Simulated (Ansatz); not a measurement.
# CH5BClGa: single points with varied inputs

Aim: run CH5BClGa under a spread of inputs, and see what each costs and gives.

Method: the settings change from run to run; program: Ansatz 0.2.0, Gaussian basis.

### Step 1. The relaxed structure

The structure was relaxed beforehand with PBE0-D4 in a triple-zeta def2 set.

9 atoms, charge 0, spin multiplicity 1.

Atoms are counted from 1 here; the program's logs count them from 0.

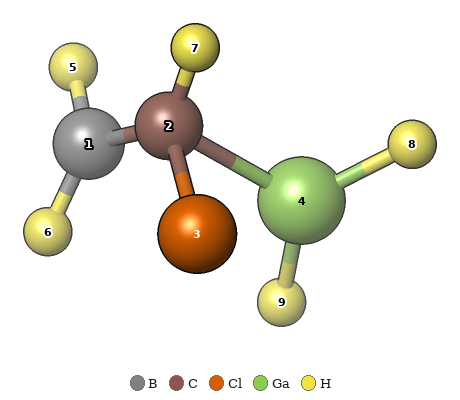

The structure; boron grey, carbon brown, chlorine orange, gallium green, hydrogen yellow; atoms are numbered from 1 in the order of the file.

### Step 2. B2GP-PLYP/def2-TZVPD

Set apart from the defaults: charge -1, multiplicity 2, high accuracy.

File in.yaml:

```yaml
crystal:
  periodic: [false, false, false]
  atoms:
    - {symbol: B, position_ang: [0.013809, 1.225515, -0.675131]}
    - {symbol: C, position_ang: [0.690062, -0.087981, -0.562002]}
    - {symbol: Cl, position_ang: [1.831597, -0.432769, 0.808215]}
    - {symbol: Ga, position_ang: [-0.639600, -0.917322, 0.784674]}
    - {symbol: H, position_ang: [-0.701064, 1.375939, -1.626035]}
    - {symbol: H, position_ang: [0.089241, 2.055945, 0.179476]}
    - {symbol: H, position_ang: [0.883447, -0.800730, -1.354545]}
    - {symbol: H, position_ang: [-0.787274, -2.450239, 0.562184]}
    - {symbol: H, position_ang: [-1.291719, -0.014760, 1.866168]}
basis:
  gaussian: {orbitals: def2-TZVPD}
total_charge: -1
magnetization: {spin_polarized: true, initial_magnetization: 1}
hamiltonian: {xc: {name: B2GP-PLYP}}
accuracy: high
output: {forces: true}
```

Command:

```sh
ansatz run in.yaml --threads 4 --pin off --events-out ev --progress --plain --max-ram 10444MiB
```

Log, cut to the lines that bear on the results:

```text
Functional definition: B2GP-PLYP
  name "B2GP-PLYP"
  cite "Karton, Tarnopolsky, Lamère, Schatz & Martin, J. Phys. Chem. A 112, 12868 (2008) doi:10.1021/jp801805p"
  cite "Becke, Phys. Rev. A 38, 3098 (1988) doi:10.1103/PhysRevA.38.3098"
  cite "Lee, Yang & Parr, Phys. Rev. B 37, 785 (1988) doi:10.1103/PhysRevB.37.785"
[...]
3579 factors; integrals over basis functions are off by at most 4.7e-9 eV
[...]
mean field -66666.38153653 eV, -2449.9443333710 hartree, gradient 9.9e-8 eV, S^2 0.754739; 8 other end points of the search recorded, 0 dependent functions left out
16 core orbitals not correlated: weight in the atoms' cores, before any rotation towards them, 1.000 or more for the frozen orbitals, at most 0.000 for the correlated occupied ones
reference -66666.38155587 eV, -2449.9443340819 hartree; 17, 16 occupied and 186, 187 virtual orbitals, 3579 factors
second order -22.78150022 eV of doubles, -0.00000000 eV of singles
[...]
Total energy: -66674.58289595 eV, -2450.2457277707 hartree
Atom 0 at     0.013809     1.225515    -0.675131 Å, force    -0.552757     0.019096    -0.096777 eV/Å
Atom 1 at     0.690062    -0.087981    -0.562002 Å, force    -0.110980    -0.644396     0.366643 eV/Å
Atom 2 at     1.831597    -0.432769     0.808215 Å, force     2.028843     0.458735     0.192936 eV/Å
Atom 3 at    -0.639600    -0.917322     0.784674 Å, force    -1.532267    -0.012406    -0.448627 eV/Å
Atom 4 at    -0.701064     1.375939    -1.626035 Å, force     0.219097     0.212986    -0.113516 eV/Å
Atom 5 at     0.089241     2.055945     0.179476 Å, force    -0.022484     0.007273    -0.016141 eV/Å
Atom 6 at     0.883447    -0.800730    -1.354545 Å, force    -0.077850     0.072007     0.028005 eV/Å
Atom 7 at    -0.787274    -2.450239     0.562184 Å, force    -0.102925    -0.074519    -0.077759 eV/Å
Atom 8 at    -1.291719    -0.014760     1.866168 Å, force     0.151323    -0.038776     0.165235 eV/Å
Dipole moment:     0.436014    -0.186966    -0.043793 e Å
```

Wall time 3.7 min (4 threads, shared host); peak memory 1.8 GiB.

Largest force 2.089 eV/Å, ⟨S²⟩ 0.755.

### Step 3. rPW86-PBE/def2-mTZVP

This run has multiplicity 3, restricted open-shell orbitals, D3(BJ) dispersion, relativity set to scalar, high accuracy.

in.yaml, as its differences from that of step 2:

```diff
@@ -13,7 +13,5 @@
 basis:
-  gaussian: {orbitals: def2-TZVPD}
-total_charge: -1
-magnetization: {spin_polarized: true, initial_magnetization: 1}
-hamiltonian: {xc: {name: B2GP-PLYP}}
+  gaussian: {orbitals: def2-mTZVP}
+magnetization: {spin_polarized: false, initial_magnetization: 2}
+hamiltonian: {xc: {name: rPW86-PBE}, dispersion: d3bj, pseudopotentials: {relativity: scalar}}
 accuracy: high
-output: {forces: true}
```

Same command.

Log, cut to the lines that bear on the results:

```text
Functional definition: rPW86-PBE
  name "rPW86-PBE"
  cite "Murray, Lee & Langreth, J. Chem. Theory Comput. 5, 2754 (2009) doi:10.1021/ct900365q"
  cite "Perdew, Burke & Ernzerhof, Phys. Rev. Lett. 77, 3865 (1996) doi:10.1103/PhysRevLett.77.3865"
  parent pbe
[...]
2304 factors; integrals over basis functions are off by at most 4.5e-9 eV
[...]
mean field -67172.35844880 eV, -2468.5386419337 hartree, gradient 3.8e-8 eV, S^2 2.000000; 8 other end points of the search recorded, 0 dependent functions left out
reference -67172.35846321 eV, -2468.5386424630 hartree; 33, 31 occupied and 78, 80 virtual orbitals, 2304 factors
Total energy: -67172.56037829 eV, -2468.5460627055 hartree
Relativity: scalar
```

Run time: 38 s. Hardware: 4 threads, shared host; peak memory 0.72 GiB.

### Step 4. B3LYP/def2-TZVPP

Set apart from the defaults: unrestricted orbitals, atoms shaken by 0.03 Å, D3(BJ) dispersion, high accuracy.

File in.yaml:

```yaml
crystal:
  periodic: [false, false, false]
  atoms:
    - {symbol: B, position_ang: [0.001553, 1.234601, -0.708491]}
    - {symbol: C, position_ang: [0.680960, -0.091893, -0.591070]}
    - {symbol: Cl, position_ang: [1.828078, -0.454758, 0.838233]}
    - {symbol: Ga, position_ang: [-0.630387, -0.900313, 0.743984]}
    - {symbol: H, position_ang: [-0.702110, 1.392394, -1.705260]}
    - {symbol: H, position_ang: [0.062907, 2.098703, 0.210188]}
    - {symbol: H, position_ang: [0.926539, -0.807165, -1.371563]}
    - {symbol: H, position_ang: [-0.744303, -2.490249, 0.574821]}
    - {symbol: H, position_ang: [-1.302448, -0.048440, 1.840983]}
basis:
  gaussian: {orbitals: def2-TZVPP}
magnetization: {spin_polarized: true, initial_magnetization: 0}
hamiltonian: {xc: {name: B3LYP}, dispersion: d3bj}
accuracy: high
```

Same command.

Log, cut to the lines that bear on the results:

```text
Functional definition: B3LYP
  name "B3LYP"
  cite "Stephens, Devlin, Chabalowski & Frisch, J. Phys. Chem. 98, 11623 (1994) doi:10.1021/j100096a001"
  cite "Becke, Phys. Rev. A 38, 3098 (1988) doi:10.1103/PhysRevA.38.3098"
  cite "Lee, Yang & Parr, Phys. Rev. B 37, 785 (1988) doi:10.1103/PhysRevB.37.785"
  cite "Vosko, Wilk & Nusair, Can. J. Phys. 58, 1200 (1980) doi:10.1139/p80-159"
[...]
3781 factors; integrals over basis functions are off by at most 6.5e-9 eV
[...]
mean field -66697.63541089 eV, -2451.0928920693 hartree, gradient 1.5e-8 eV, S^2 0.000000; 0 other end points of the search recorded, 0 dependent functions left out
reference -66697.63545462 eV, -2451.0928936763 hartree; 32, 32 occupied and 190, 190 virtual orbitals, 3781 factors
Total energy: -66698.00537214 eV, -2451.1064878943 hartree
```

It took 36 s on 4 threads, shared host; peak memory 1.7 GiB.

⟨S²⟩ 0.000.

### Step 5. wB97X/def2-TZVP

This run has atoms shaken by 0.08 Å, high accuracy.

File in.yaml:

```yaml
crystal:
  periodic: [false, false, false]
  atoms:
    - {symbol: B, position_ang: [0.079835, 1.178119, -0.701517]}
    - {symbol: C, position_ang: [0.721759, -0.234554, -0.400276]}
    - {symbol: Cl, position_ang: [1.773918, -0.449413, 0.738473]}
    - {symbol: Ga, position_ang: [-0.644121, -0.898682, 0.828248]}
    - {symbol: H, position_ang: [-0.841336, 1.283473, -1.463457]}
    - {symbol: H, position_ang: [0.088143, 2.084836, 0.262050]}
    - {symbol: H, position_ang: [1.069941, -0.770610, -1.392134]}
    - {symbol: H, position_ang: [-0.819411, -2.511659, 0.676655]}
    - {symbol: H, position_ang: [-1.414074, -0.003858, 1.793174]}
basis:
  gaussian: {orbitals: def2-TZVP}
hamiltonian: {xc: {name: wB97X}}
accuracy: high
```

Launched as before.

Log, cut to the lines that bear on the results:

```text
Functional definition: wB97X
  name "wB97X"
  cite "Chai & Head-Gordon, J. Chem. Phys. 128, 084106 (2008) doi:10.1063/1.2834918"
  cite "Becke, J. Chem. Phys. 107, 8554 (1997) doi:10.1063/1.475007"
[...]
  # The coefficients of nought are those of the uniform gas.
[...]
      + exact_x_lr(omega)
[...]
      + integral(e_c_pw_opposite_spin*poly(b97_u_opposite, 1, cos1, cos2, cos3, cos4))
3165 factors; integrals over basis functions are off by at most 4.7e-9 eV
479 factors; integrals over basis functions are off by at most 2.0e-9 eV
[...]
mean field -66694.89181387 eV, -2450.9920667385 hartree, gradient 5.0e-8 eV, S^2 0.000000; 0 other end points of the search recorded, 0 dependent functions left out
reference -66694.89181029 eV, -2450.9920666069 hartree; 32, 32 occupied and 145, 145 virtual orbitals, 3165 factors
Total energy: -66694.89181029 eV, -2450.9920666069 hartree
```

Wall time 40 s (4 threads, shared host); peak memory 1.3 GiB.

### Step 6. B97/6-31G

Options: unrestricted orbitals.

File in.yaml:

```yaml
crystal:
  periodic: [false, false, false]
  atoms:
    - {symbol: B, position_ang: [0.013809, 1.225515, -0.675131]}
    - {symbol: C, position_ang: [0.690062, -0.087981, -0.562002]}
    - {symbol: Cl, position_ang: [1.831597, -0.432769, 0.808215]}
    - {symbol: Ga, position_ang: [-0.639600, -0.917322, 0.784674]}
    - {symbol: H, position_ang: [-0.701064, 1.375939, -1.626035]}
    - {symbol: H, position_ang: [0.089241, 2.055945, 0.179476]}
    - {symbol: H, position_ang: [0.883447, -0.800730, -1.354545]}
    - {symbol: H, position_ang: [-0.787274, -2.450239, 0.562184]}
    - {symbol: H, position_ang: [-1.291719, -0.014760, 1.866168]}
basis:
  gaussian: {orbitals: 6-31G}
magnetization: {spin_polarized: true, initial_magnetization: 0}
hamiltonian: {xc: {name: B97}}
```

The command is unchanged.

Log, cut to the lines that bear on the results:

```text
Functional definition: B97
  name "B97"
  cite "Becke, J. Chem. Phys. 107, 8554 (1997) doi:10.1063/1.475007"
[...]
      + integral(e_c_pw_opposite_spin*poly(b97_u_opposite, cos0, cos1, cos2))
804 factors; integrals over basis functions are off by at most 6.0e-4 eV
[...]
mean field -66679.17386519 eV, -2450.4144427784 hartree, gradient 3.5e-5 eV, S^2 0.000000; 0 other end points of the search recorded, 0 dependent functions left out
reference -66679.17389543 eV, -2450.4144438897 hartree; 32, 32 occupied and 38, 38 virtual orbitals, 804 factors
Total energy: -66679.17389543 eV, -2450.4144438897 hartree
```

It took 7 s on 4 threads, shared host; peak memory 0.32 GiB.

⟨S²⟩ 0.000.

### Step 7. BLYP/x2c-TZVPPall

This run has high accuracy.

in.yaml, as its differences from that of step 6:

```diff
@@ -13,4 +13,5 @@
 basis:
-  gaussian: {orbitals: 6-31G}
-magnetization: {spin_polarized: true, initial_magnetization: 0}
-hamiltonian: {xc: {name: B97}}
+  gaussian: {orbitals: x2c-TZVPPall}
+hamiltonian: {xc: {name: BLYP}}
+accuracy: high
+output: {forces: true}
```

Launched as before.

Log, cut to the lines that bear on the results:

```text
Functional definition: BLYP
  name "BLYP"
  cite "Becke, Phys. Rev. A 38, 3098 (1988) doi:10.1103/PhysRevA.38.3098"
  cite "Lee, Yang & Parr, Phys. Rev. B 37, 785 (1988) doi:10.1103/PhysRevB.37.785"
[...]
3777 factors; integrals over basis functions are off by at most 8.6e-9 eV
[...]
mean field -67254.12050817 eV, -2471.5433421949 hartree, gradient 7.0e-8 eV, S^2 0.000000; 0 other end points of the search recorded, 0 dependent functions left out
[...]
reference -67254.12056714 eV, -2471.5433443620 hartree; 32, 32 occupied and 190, 190 virtual orbitals, 3777 factors
Total energy: -67254.12056714 eV, -2471.5433443620 hartree
Relativity: scalar
Atom 0 at     0.013809     1.225515    -0.675131 Å, force    -0.078488     0.230468    -0.090938 eV/Å
Atom 1 at     0.690062    -0.087981    -0.562002 Å, force    -0.209171     0.171233    -0.532724 eV/Å
Atom 2 at     1.831597    -0.432769     0.808215 Å, force     0.737669    -0.130094     0.549595 eV/Å
Atom 3 at    -0.639600    -0.917322     0.784674 Å, force    -0.503881    -0.220961     0.222979 eV/Å
Atom 4 at    -0.701064     1.375939    -1.626035 Å, force    -0.003352     0.025937    -0.001905 eV/Å
Atom 5 at     0.089241     2.055945     0.179476 Å, force    -0.011638     0.015136    -0.041874 eV/Å
Atom 6 at     0.883447    -0.800730    -1.354545 Å, force     0.021406    -0.072552    -0.101061 eV/Å
Atom 7 at    -0.787274    -2.450239     0.562184 Å, force     0.015677     0.024609     0.010141 eV/Å
Atom 8 at    -1.291719    -0.014760     1.866168 Å, force     0.031779    -0.043776    -0.014213 eV/Å
Dipole moment:    -0.030576    -0.225575    -0.052953 e Å
```

Run time: 29 s. Hardware: 4 threads, shared host; peak memory 1.2 GiB.

Largest force 0.929 eV/Å, dipole 1.12 D.

### Step 8. wB97M-V/def2-TZVP

This run has high accuracy.

in.yaml, as its differences from that of step 7:

```diff
@@ -13,4 +13,4 @@
 basis:
-  gaussian: {orbitals: x2c-TZVPPall}
-hamiltonian: {xc: {name: BLYP}}
+  gaussian: {orbitals: def2-TZVP}
+hamiltonian: {xc: {name: wB97M-V}}
 accuracy: high
```

Same command.

Log, cut to the lines that bear on the results:

```text
Functional definition: wB97M-V
  name "wB97M-V"
  cite "Mardirossian & Head-Gordon, J. Chem. Phys. 144, 214110 (2016) doi:10.1063/1.4952647"
  cite "Becke, J. Chem. Phys. 107, 8554 (1997) doi:10.1063/1.475007"
  cite "Vydrov & Van Voorhis, J. Chem. Phys. 133, 244103 (2010) doi:10.1063/1.3521275"
  # Of w^i u^j: cxij and so on, Table III.
[...]
  gx(w, u) = 1 - cx + cx01*u + cx10*w
  gss(w, u) = css00 + css04*u^4 + css10*w + css20*w^2 + css43*w^4*u^3
  gos(w, u) = cos00 + cos10*w + (cos20 + cos21*u)*w^2 + (cos60 + cos61*u)*w^6
[...]
      + integral(e_c_pw_mod_opposite_spin*gos(b97_w_opposite, b97_u_opposite)) + vv10(b, c)
3142 factors; integrals over basis functions are off by at most 4.5e-9 eV
483 factors; integrals over basis functions are off by at most 2.1e-9 eV
[...]
Total energy: -66691.03738889 eV, -2450.8504192328 hartree
Atom 0 at     0.013809     1.225515    -0.675131 Å, force    -0.057437     0.108296    -0.047211 eV/Å
Atom 1 at     0.690062    -0.087981    -0.562002 Å, force    -0.097473    -0.063958    -0.128676 eV/Å
Atom 2 at     1.831597    -0.432769     0.808215 Å, force     0.125746     0.001875     0.119700 eV/Å
Atom 3 at    -0.639600    -0.917322     0.784674 Å, force    -0.054443    -0.062440     0.043539 eV/Å
Atom 4 at    -0.701064     1.375939    -1.626035 Å, force     0.065926    -0.003554     0.092581 eV/Å
Atom 5 at     0.089241     2.055945     0.179476 Å, force     0.000734    -0.089606    -0.064454 eV/Å
Atom 6 at     0.883447    -0.800730    -1.354545 Å, force    -0.025253     0.060326     0.043121 eV/Å
Atom 7 at    -0.787274    -2.450239     0.562184 Å, force     0.003202     0.104229     0.018045 eV/Å
Atom 8 at    -1.291719    -0.014760     1.866168 Å, force     0.038998    -0.055167    -0.076645 eV/Å
Dipole moment:    -0.067768    -0.216653    -0.067041 e Å
```

Wall time 78 s (4 threads, shared host); peak memory 1.4 GiB.

Largest force 0.174 eV/Å, dipole 1.14 D.

### Step 9. wPBEh/STO-3G

This run has charge +1, multiplicity 2.

in.yaml, as its differences from that of step 8:

```diff
@@ -13,5 +13,6 @@
 basis:
-  gaussian: {orbitals: def2-TZVP}
-hamiltonian: {xc: {name: wB97M-V}}
-accuracy: high
+  gaussian: {orbitals: STO-3G}
+total_charge: 1
+magnetization: {spin_polarized: true, initial_magnetization: 1}
+hamiltonian: {xc: {name: wPBEh}}
 output: {forces: true}
```

The command is unchanged.

Log, cut to the lines that bear on the results:

```text
Functional definition: wPBEh
  name "wPBEh"
  cite "Heyd, Scuseria & Ernzerhof, J. Chem. Phys. 118, 8207 (2003) doi:10.1063/1.1564060"
  cite "Krukau, Vydrov, Izmaylov & Scuseria, J. Chem. Phys. 125, 224106 (2006) doi:10.1063/1.2404663"
  cite "Heyd & Scuseria, J. Chem. Phys. 120, 7274 (2004) doi:10.1063/1.1668634"
  cite "Ernzerhof & Perdew, J. Chem. Phys. 109, 3313 (1998) doi:10.1063/1.476928"
  cite "Perdew, Burke & Ernzerhof, Phys. Rev. Lett. 77, 3865 (1996) doi:10.1103/PhysRevLett.77.3865"
  parent pbe
[...]
480 factors; integrals over basis functions are off by at most 1.2e-4 eV
73 factors; integrals over basis functions are off by at most 2.0e-7 eV
[...]
mean field -65904.35728328 eV, -2421.9404585826 hartree, gradient 4.6e-7 eV, S^2 0.751208; 6 other end points of the search recorded, 0 dependent functions left out
[...]
reference -65904.35730639 eV, -2421.9404594321 hartree; 32, 31 occupied and 10, 11 virtual orbitals, 480 factors
Total energy: -65904.35730639 eV, -2421.9404594321 hartree
Atom 0 at     0.013809     1.225515    -0.675131 Å, force    -0.918879     2.717978    -0.680045 eV/Å
Atom 1 at     0.690062    -0.087981    -0.562002 Å, force    -1.800591    -1.673755     0.259042 eV/Å
Atom 2 at     1.831597    -0.432769     0.808215 Å, force     0.490363    -0.458415     1.558532 eV/Å
Atom 3 at    -0.639600    -0.917322     0.784674 Å, force     0.889092    -0.148802     0.133872 eV/Å
Atom 4 at    -0.701064     1.375939    -1.626035 Å, force     0.370287    -0.185433     0.605888 eV/Å
Atom 5 at     0.089241     2.055945     0.179476 Å, force    -0.006382    -0.508726    -0.433714 eV/Å
Atom 6 at     0.883447    -0.800730    -1.354545 Å, force     0.385859    -0.295640    -0.861978 eV/Å
Atom 7 at    -0.787274    -2.450239     0.562184 Å, force     0.181189     0.980209     0.001957 eV/Å
Atom 8 at    -1.291719    -0.014760     1.866168 Å, force     0.409062    -0.427416    -0.583553 eV/Å
Dipole moment:    -0.383475    -0.224750    -0.093728 e Å
```

Run time: 12 s. Hardware: 4 threads, shared host.

Largest force 2.949 eV/Å, ⟨S²⟩ 0.751.

### Step 10. PBE-QIDH/def2-TZVP

Set apart from the defaults: finite nuclei.

in.yaml, as its differences from that of step 9:

```diff
@@ -13,6 +13,4 @@
 basis:
-  gaussian: {orbitals: STO-3G}
-total_charge: 1
-magnetization: {spin_polarized: true, initial_magnetization: 1}
-hamiltonian: {xc: {name: wPBEh}}
+  gaussian: {orbitals: def2-TZVP, nuclear_model: gaussian}
+hamiltonian: {xc: {name: PBE-QIDH}}
 output: {forces: true}
```

Launched as before.

Log, cut to the lines that bear on the results:

```text
Functional definition: PBE-QIDH
  name "PBE-QIDH"
  cite "Brémond, Sancho-García, Pérez-Jiménez & Adamo, J. Chem. Phys. 141, 031101 (2014) doi:10.1063/1.4890314"
  cite "Perdew, Burke & Ernzerhof, Phys. Rev. Lett. 77, 3865 (1996) doi:10.1103/PhysRevLett.77.3865"
[...]
1172 factors; integrals over basis functions are off by at most 1.1e-3 eV
[...]
mean field -66663.06954355 eV, -2449.8226198741 hartree, gradient 4.4e-6 eV, S^2 0.000000; 0 other end points of the search recorded, 0 dependent functions left out
16 core orbitals not correlated: weight in the atoms' cores, before any rotation towards them, 1.000 or more for the frozen orbitals, at most 0.000 for the correlated occupied ones
reference -66663.06955733 eV, -2449.8226203805 hartree; 16, 16 occupied and 145, 145 virtual orbitals, 1172 factors
second order -21.30374803 eV of doubles, -0.00000000 eV of singles
[...]
Total energy: -66670.17080668 eV, -2450.0835864805 hartree
Atom 0 at     0.013809     1.225515    -0.675131 Å, force    -0.039109     0.105704    -0.019003 eV/Å
Atom 1 at     0.690062    -0.087981    -0.562002 Å, force     0.033694    -0.198996     0.115703 eV/Å
Atom 2 at     1.831597    -0.432769     0.808215 Å, force    -0.164242     0.046431    -0.128227 eV/Å
Atom 3 at    -0.639600    -0.917322     0.784674 Å, force     0.099474     0.002391    -0.025373 eV/Å
Atom 4 at    -0.701064     1.375939    -1.626035 Å, force     0.063324    -0.017986     0.080529 eV/Å
Atom 5 at     0.089241     2.055945     0.179476 Å, force    -0.003995    -0.083581    -0.057043 eV/Å
Atom 6 at     0.883447    -0.800730    -1.354545 Å, force    -0.032242     0.094729     0.093486 eV/Å
Atom 7 at    -0.787274    -2.450239     0.562184 Å, force     0.000428     0.122468     0.025865 eV/Å
Atom 8 at    -1.291719    -0.014760     1.866168 Å, force     0.042667    -0.071159    -0.085937 eV/Å
Dipole moment:    -0.078451    -0.209896    -0.075001 e Å
```

It took 20 s on 4 threads, shared host; peak memory 0.59 GiB.

Largest force 0.233 eV/Å, dipole 1.13 D.

### Step 11. The runs in one table

```
               level  charge  multiplicity  geometry  functions  energy (eV)     time
B2GP-PLYP/def2-TZVPD      -1             2   relaxed        219   -66674.583  3.7 min
rPW86-PBE/def2-mTZVP       0             3   relaxed        111   -67172.560     38 s
    B3LYP/def2-TZVPP       0             1    shaken        222   -66698.005     36 s
     wB97X/def2-TZVP       0             1    shaken        177   -66694.892     40 s
           B97/6-31G       0             1   relaxed         70   -66679.174      7 s
   BLYP/x2c-TZVPPall       0             1   relaxed        222   -67254.121     29 s
   wB97M-V/def2-TZVP       0             1   relaxed        177   -66691.037     78 s
        wPBEh/STO-3G       1             2   relaxed         42   -65904.357     12 s
  PBE-QIDH/def2-TZVP       0             1   relaxed        177   -66670.171     20 s
```

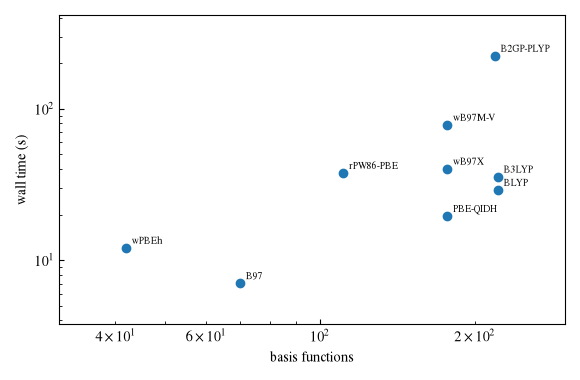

Wall time against the number of basis functions (shared host).

### Step 12. Results

| quantity | value |
| --- | --- |
| runs | 9 |
| quickest | B97/6-31G, 7 s |
| slowest | B2GP-PLYP/def2-TZVPD, 3.7 min |
| spread of total energies, same state and geometry | 583.9 eV |
| dipole, same state and geometry | 1.12 to 1.14 D |

**Reading.** B2GP-PLYP/def2-TZVPD took 32 times as long as B97/6-31G. The jobs differ in tasks and options as well as level. The totals spread over 584 eV; they can't be compared across methods or bases. Some of these runs are scalar-relativistic and others not, which shifts the totals of all-electron atoms past neon by eV; core potentials, where a basis has them, take the core out of the total altogether. At the PBE0-D4/def2-TZVP geometry and in the same state, runs without warnings or point charges leave forces up to 0.93 eV/Å (BLYP/x2c-TZVPPall). At that geometry and state the dipole changes by 1 % between the lowest and highest value.
